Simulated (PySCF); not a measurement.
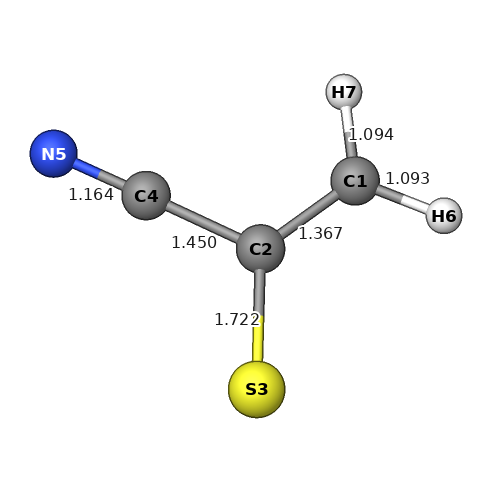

The numbers beside the sticks are distances in Å. Sticks don't show bond order. State: charge −1, singlet. The geometry was computed by an optimisation with PBE0-D3(BJ)/def2-SVP. No frequency run is at hand to confirm it as a minimum.

Which of the marked bonds are single, double, triple or aromatic?

C1–C2 double; C1–H6 single; C1–H7 single; C2–S3 single; C2–C4 single; C4–N5 triple. This is one Lewis structure.

Write the SMILES.

C=C([S-])C#N
